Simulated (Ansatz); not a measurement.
# SiHCl2 (SMILES Cl[SiH]Cl) at U-r2SCAN/STO-3G

What is the vertical ionisation energy of SiHCl2 at U-r2SCAN/STO-3G? 

The results are computed with Ansatz 0.2.0.

68 further runs of the same task are left out: 9 that didn't finish, 59 set aside as unsound or not needed.

## 1. The system as given

SiHCl2 has 4 atoms, charge 0, and is taken as a doublet. SMILES: `Cl[SiH]Cl`. The coordinates come from a PBE0-D4/def2-TZVP relaxation.

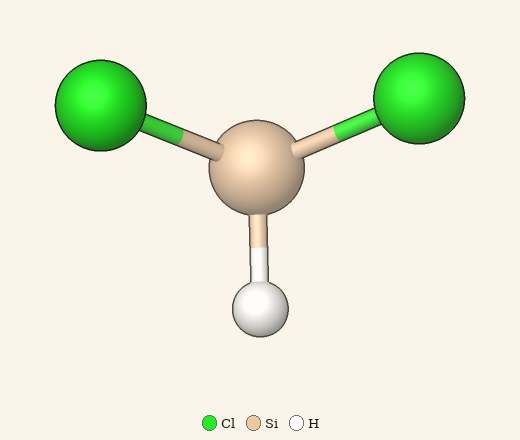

Viewed from a chosen angle; chlorine green, silicon light orange, hydrogen white.

## 2. The energy at U-r2SCAN/STO-3G

molecule.yaml

```yaml
crystal:
  periodic: [false, false, false]
  atoms:
    - {symbol: Cl, position_ang: [-1.646600, 0.177800, 0.889400]}
    - {symbol: Si, position_ang: [0.187600, -0.414200, 0.200000]}
    - {symbol: Cl, position_ang: [0.250900, -0.281300, -1.841700]}
    - {symbol: H, position_ang: [1.208200, 0.517700, 0.752400]}
basis:
  gaussian:
    orbitals: STO-3G
magnetization:
  spin_polarized: true
  initial_magnetization: 1
hamiltonian:
  xc: r2scan
accuracy: high
```

Launch:

```console
$ ansatz run molecule.yaml --threads 1 --pin off --max-ram 2610MiB --events-out events.jsonl --progress --plain --runs-dir runs
```

Standard output:

```text
Warning: RAYON_NUM_THREADS=1 ignored (pool sized by the plan → 1); use --threads N
Functional definition: r2SCAN
  name "r2SCAN"
  parameter k0 = 0.174
  parameter k1 = 0.065
  parameter a1 = 4.9479
  exchange = r2scan_x(k0 = k0, k1 = k1, a1 = a1)
  correlation = r2scan_c
508 factors; integrals over basis functions are off by at most 1.7e-8 eV
mean field evaluation 1: about -32573.0013 eV, gradient 1.6e1 eV
mean field evaluation 2: about -32571.6599 eV, gradient 2.1e1 eV
mean field evaluation 4: about -32575.2729 eV, gradient 3.2e-1 eV
mean field evaluation 8: about -32575.2636 eV, gradient 1.7e-3 eV
mean field evaluation 16: about -32575.2636 eV, gradient 5.9e-7 eV
mean field -32575.26362345 eV, -1197.1188578551 hartree, gradient 9.2e-9 eV, S^2 0.751182; 0 other end points of the search recorded, 0 dependent functions left out
reference -32575.26362408 eV, -1197.1188578781 hartree; 25, 24 occupied and 3, 4 virtual orbitals, 508 factors
Total energy: -32575.26362408 eV, -1197.1188578781 hartree
```

Wall time 6.3 s (1 thread of Arm Neoverse V2, shared host); peak memory 0.26 GiB.

## 3. The singlet cation, same level

job.yaml

```yaml
crystal:
  periodic: [false, false, false]
  atoms:
    - symbol: Cl
      position_ang: [-1.646600, 0.177800, 0.889400]
    - symbol: Si
      position_ang: [0.187600, -0.414200, 0.200000]
    - symbol: Cl
      position_ang: [0.250900, -0.281300, -1.841700]
    - symbol: H
      position_ang: [1.208200, 0.517700, 0.752400]
basis:
  gaussian: {orbitals: STO-3G}
total_charge: 1
hamiltonian: {xc: {name: r2SCAN}}
accuracy: high
```

Launch:

```console
$ ansatz run job.yaml --threads 1 --pin off --max-ram 2610MiB --events-out events.jsonl --progress --plain --runs-dir runs
```

Standard output (excerpt; [...] marks lines left out):

```text
Warning: RAYON_NUM_THREADS=1 ignored (pool sized by the plan → 1); use --threads N
[... 7 set-up lines as earlier in the session ...]
508 factors; integrals over basis functions are off by at most 1.7e-8 eV
mean field evaluation 1: about -32561.3715 eV, gradient 3.4e1 eV
mean field evaluation 2: about -32540.3289 eV, gradient 7.4e1 eV
mean field evaluation 4: about -32567.7163 eV, gradient 2.0e0 eV
mean field evaluation 8: about -32567.7165 eV, gradient 1.4e-1 eV
mean field evaluation 16: about -32567.7166 eV, gradient 3.3e-8 eV
mean field -32567.71659567 eV, -1196.8415096996 hartree, gradient 3.6e-8 eV, S^2 0.000000; 0 other end points of the search recorded, 0 dependent functions left out
reference -32567.71659598 eV, -1196.8415097110 hartree; 24, 24 occupied and 4, 4 virtual orbitals, 508 factors
Total energy: -32567.71659598 eV, -1196.8415097110 hartree
```

It took 3.3 s on 1 thread of Arm Neoverse V2, shared host; peak memory 0.15 GiB.

## 4. Summary of results

Level: U-r2SCAN/STO-3G.

```
                                          quantity           value
                      doublet SiHCl2: total energy  -1197.11886 Eh
                              doublet SiHCl2: ⟨S²⟩           0.751
                      singlet cation: total energy  -1196.84151 Eh
vertical ionisation energy (to the singlet cation)        7.547 eV
```

**Reading.** Removing an electron at fixed nuclei costs 7.55 eV (174 kcal/mol). Only the singlet of the ionised species was computed; a triplet could lie lower. In a minimal basis such a difference can be off by several eV, whatever the method.
